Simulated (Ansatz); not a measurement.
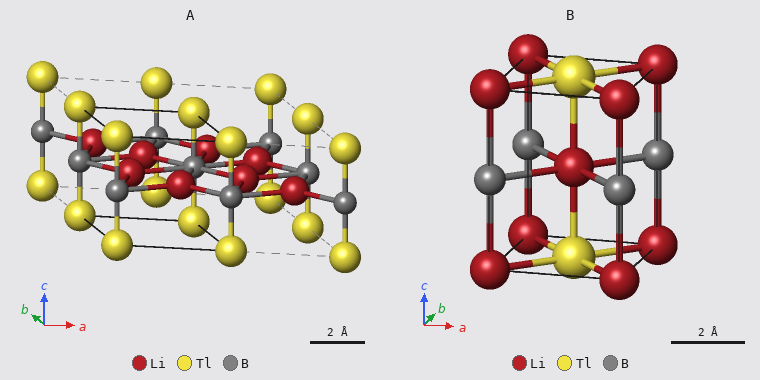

Two structures of Li2TlB, each relaxed to rest (conventional cells in solid outline, small ones repeated, not to one scale). Method: DFT PBE, scalar-relativistic, plane waves, PAW in Ansatz, without spin polarisation.

Question: What are the two structures?

Answer: A: 4 atoms a cell on a primitive hexagonal lattice, P6/mmm. B: 4 atoms a cell on a primitive tetragonal lattice, P4/mmm.

Question: What is the energy order of the two?

Answer: A is lower, by 478 meV/atom at this level of theory (energies at zero smearing). Volumes: A 17.5, B 17.9 Å³/atom.

One or both may be structure types tried for this composition rather than known phases.
